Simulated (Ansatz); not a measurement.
# Si2W: stress in a strained cell

Si2W is deformed so: equal xx and yy strain of +2 %. What stress and forces result, by LAPW and PAW?

Program: Ansatz 0.2.0. Level of theory: DFT PBEsol, scalar-relativistic. These are calculated values, not measurements.

2 further runs of the same task are left out: 2 that didn't finish. Runs told in other sessions of the task aren't counted.

## Step 1: Starting point

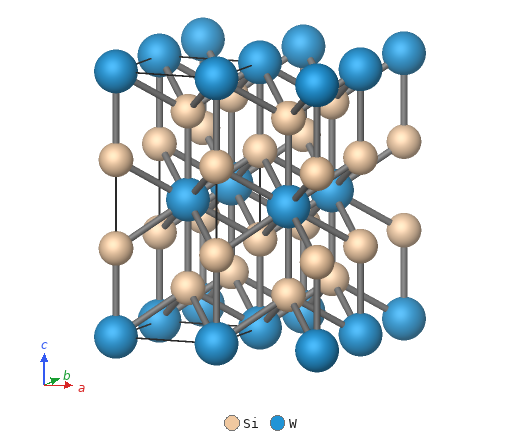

Start, viewed slightly off an axis; silicon light orange, tungsten blue. 2×2×1 cells are drawn. Atoms on the faces are drawn again on the opposite ones. The cell drawn here is the conventional one.

Coordinates:

```xyz
3
Lattice="-1.6060 1.6060 3.9400 1.6060 -1.6060 3.9400 1.6060 1.6060 -3.9400" Properties=species:S:1:pos:R:3 pbc="T T T"
Si    0.0000    0.0000    2.6240
Si    0.0000    0.0000    5.2560
W     0.0000    0.0000    0.0000
```

Atoms are numbered in the order of the input: Si1, Si2, W3.

## Step 2: The deformed structure

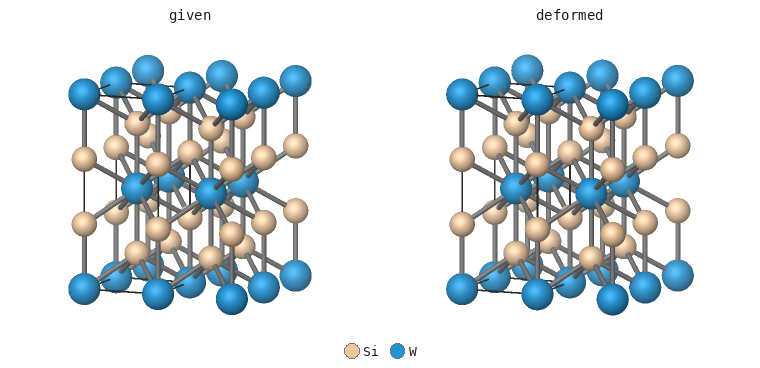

Given and deformed, at one scale.

Space group I4/mmm before, I4/mmm after.

## Step 3: All-electron LAPW

File input.yaml:

```yaml
crystal:
  lattice:
    - [-1.63812, 1.63812, 3.94]
    - [1.63812, -1.63812, 3.94]
    - [1.63812, 1.63812, -3.94]
  atoms:
    - { symbol: Si, position: [0.333, 0.333, 0.0] }
    - { symbol: Si, position: [0.667, 0.667, 0.0] }
    - { symbol: W, position: [0.0, 0.0, 0.0] }
kpoints:
  mp_grid: { grid: [18, 18, 18] }
  band_path:
    path:
      - [0.0, 0.0, 0.0]
      - [0.0, 0.0, 0.5]
      - [0.25, 0.25, 0.25]
      - [0.0, 0.5, 0.0]
      - [0.0, 0.0, 0.0]
      - [0.5, 0.5, -0.5]
      - [0.2932154451, 0.7067845549, -0.2932154451]
      - [-0.2932154451, 0.2932154451, 0.2932154451]
      - [0.0, 0.0, 0.0]
    npoints: 5
scf:
  occupations: { method: fermi_dirac, width: 0.03 }
hamiltonian:
  xc: pbesol
  pseudopotentials: { kind: all_electron, lapw: { basis_error: 0.0005 } }
output:
  forces: true
  stress: true
  eigenvalues: true
```

The run is started by

```sh
$ ansatz run input.yaml --threads 1 --pin off --max-ram 4096MiB --backend cpu --events-out ev --progress --plain --runs-dir out
```

Log (excerpt; [...] marks lines left out):

```text
LAPW: plane waves up to 8.225 Å⁻¹, error target 5.0e-4 eV per atom; small_component_spin mean_spin; Si in spheres of 1.153 Å, 12 of its electrons in bands, Dirac shells []; W in spheres of 1.471 Å, 38 of its electrons in bands, Dirac shells []
[...]
Pseudopotentials: kind: all_electron
Pseudopotential: Si, LAPW, valence charge 12, Koelling and Harmon's equation, gaussian nucleus
Pseudopotential: W, LAPW, valence charge 38, Koelling and Harmon's equation, gaussian nucleus
Functional definition: PBEsol
[...]
Crystal: 3 atoms, lattice volume = 42.291 Å³
Basis set: ecut = 257.76049599032723 eV, 383 PW (Γ), FFT grids on a1+a3, a2+a3, a3, exchange–correlation at level 2
Bands: 38, of which v1, the nominal top of the filled ones, is band 31 counted from 1 (30 counted from 0)
Symmetry: 16 space group operations
Space group: I4/mmm (ITA 139), of the structure as read, at distance tolerance 3.5e-5 Å
k-points: 480 of 5832
[...]
SCF iter   1: F=—  HF=-454831.372626 eV  |F-HF|=—  |Δ(HF+E_count)|=         —  Δρ=2.63e-2  dr2=1.85e-1  ethr=2.97e-4  ⟨swp⟩=2.8  Hψ=119238  notcnv=0
[...]
the basis was enlarged: its passes take 552.1 KiB over the memory plan, 1 of 1 planned eigensolver slots
[...]
SCF iter   9: F=-454831.164971 eV  HF=-454831.164971 eV  |F-HF|=1.92e-8  |Δ(HF+E_count)|=   1.17e-7  Δρ=1.02e-5  dr2=4.49e-8  ethr=1.03e-9  ⟨swp⟩=2.4  Hψ=51896  notcnv=0
[...]
NSCF: frozen V_eff on 41 k-points
SCF converged after 9 iterations
Free energy (F): -454831.164971 eV
[...]
E sigma→0 (E₀):  -454831.164693 eV
Entropy (-TS):   -0.000556 eV (-0.185 meV/atom)
Fermi energy:    19.391822 eV
[...]
--- Forces (eV/Å), atoms counted from 1 ---
  atom   1  Si    -0.00000000     0.00000000     0.34057216
  atom   2  Si     0.00000000     0.00000000    -0.34057216
  atom   3  W     -0.00000000     0.00000000     0.00000000
[...]
--- Stress (GPa, compression-positive) ---
      -12.420822       0.000000       0.000000
        0.000000     -12.420822       0.000000
        0.000000       0.000000      -8.533622
  P = ⅓ Tr σ = -11.1251 GPa (-111.251 kbar)
--- Band table (eV; the first three rows and the last of 480) ---
[...]
```

Run time: 95 s. Hardware: 1 thread of Intel Xeon 6975P-C (Granite Rapids), shared host; peak memory 1.8 GiB.

This run gives: pressure -11.13 GPa; no gap; largest force 0.341 eV/Å.

## Step 4: Frozen-core PAW

File input.yaml:

```yaml
crystal:
  lattice:
    - [-1.63812, 1.63812, 3.94]
    - [1.63812, -1.63812, 3.94]
    - [1.63812, 1.63812, -3.94]
  atoms:
    - { symbol: Si, position: [0.333, 0.333, 0.0] }
    - { symbol: Si, position: [0.667, 0.667, 0.0] }
    - { symbol: W, position: [0.0, 0.0, 0.0] }
kpoints:
  mp_grid: { grid: [18, 18, 18] }
scf:
  occupations: { method: fermi_dirac, width: 0.03 }
hamiltonian:
  xc: pbesol
  pseudopotentials: { kind: paw }
output:
  forces: true
  stress: true
  eigenvalues: true
  efg: { contact_densities: true }
```

The run is started by

```sh
$ ansatz run input.yaml --threads 1 --pin off --max-ram 4096MiB --backend cpu --events-out ev --progress --plain --runs-dir out
```

Log (excerpt; [...] marks lines left out):

```text
W: output.efg is read without spin–orbit coupling, which moves field gradients at and beside such atoms by some per cent and up to a factor of two; PAW files take it under magnetization.noncollinear and magnetization.spin_orbit
[...]
Pseudopotentials: kind: paw
Pseudopotential: Si, paw, valence charge 4, recommended cutoff 420 eV (normal)
Pseudopotential: W, paw, valence charge 14, recommended cutoff 420 eV (normal)
[... 1 set-up line as earlier in the session ...]
[...]
Crystal: 3 atoms, lattice volume = 42.291 Å³
Basis set: ecut = 420 eV, 841 PW (Γ), exchange–correlation on 64×64×64 points (8 copies of the dense FFT grid, shifted against one another)
Bands: 15, of which v1, the nominal top of the filled ones, is band 11 counted from 1 (10 counted from 0)
[... 2 set-up lines as earlier in the session ...]
k-points: 480 of 5832
[...]
--- Stress (GPa, compression-positive) ---
      -12.440432      -0.000000      -0.000000
       -0.000000     -12.440432       0.000000
       -0.000000       0.000000      -8.521096
  P = ⅓ Tr σ = -11.1340 GPa (-111.340 kbar)
--- PAW observables at the nuclei: V_zz in 10²¹ V/m², potentials from the cell's mean, atoms counted from 1 ---
  atom   1  Si V_zz =    -1.153754   η = 0.0000   by run symmetry: allowed
            electrostatic potential = -1369.231926 V   contact ρ = 12761.224629 e/Å³
  atom   2  Si V_zz =    -1.153754   η = 0.0000   by run symmetry: allowed
            electrostatic potential = -1369.231926 V   contact ρ = 12761.224629 e/Å³
  atom   3  W  V_zz =   -19.188521   η = 0.0000   by run symmetry: allowed
            electrostatic potential = -14811.925379 V   contact ρ = 8810829.729680 e/Å³
--- Band table (eV; the first three rows and the last of 480) ---
  k-point 0: bands = ["-58.0577", "-22.3156", "-22.3110", "-22.3110", "2.0914", "9.2998", "12.1808", "12.7074", "12.9793", "12.9793", "16.3290", "18.1419", "18.7611", "18.7611", "18.7895"]
[...]
```

Run time: 9.2 s. Hardware: 1 thread of Intel Xeon 6975P-C (Granite Rapids), shared host; peak memory 0.63 GiB.

In short: pressure -11.13 GPa; no gap; largest force 0.339 eV/Å; Vzz Si1 -1.15 (η = 0.00), W3 -19.19 (η = 0.00) (10²¹ V/m²).

## Step 5: Stress and forces compared

Stress (GPa, compression positive):

```csv
method,xx,yy,zz,yz,xz,xy
LAPW,-12.42,-12.42,-8.53,0.00,0.00,0.00
PAW,-12.44,-12.44,-8.52,0.00,0.00,0.00
```

Forces (eV/Å):

```csv
atom,LAPW x,LAPW y,LAPW z,PAW x,PAW y,PAW z
Si1,0.000,0.000,0.341,0.000,0.000,0.339
Si2,0.000,0.000,-0.341,0.000,0.000,-0.339
W3,0.000,0.000,0.000,0.000,0.000,0.000
```

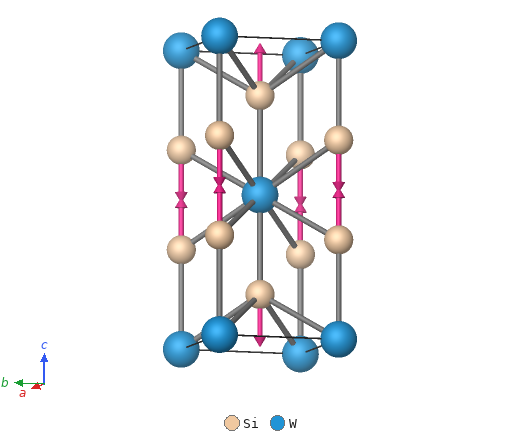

Forces of the LAPW run as arrows; the longest is 0.341 eV/Å.

| method | pressure (GPa) | largest force (eV/Å) | Vzz Si1 (10²¹ V/m²) | Vzz W3 (10²¹ V/m²) | SCF cycles, by the record's count |
| --- | --- | --- | --- | --- | --- |
| LAPW | -11.13 | 0.341 | – | – | 9 |
| PAW | -11.13 | 0.339 | -1.15 | -19.19 | 6 |

## Step 6: Summary of results

```
                                 quantity                        value
                                 pressure  LAPW -11.13, PAW -11.13 GPa
largest shear or deviatoric stress (LAPW)                     2.59 GPa
```

What this shows: The largest part of the stress beyond the pressure is 2.59 GPa in size, in the zz component; the atoms are carried along and not relaxed. No run of the undeformed cell stands beside it, so pressure and stress hold what the given cell had before the change, as far as its symmetry allows. PAW: stress within 0.02 GPa of LAPW, forces within 2 meV/Å. Spin-orbit coupling is left out, though the cell holds W; in elements this heavy it can shift bands and gaps by tenths of an eV.
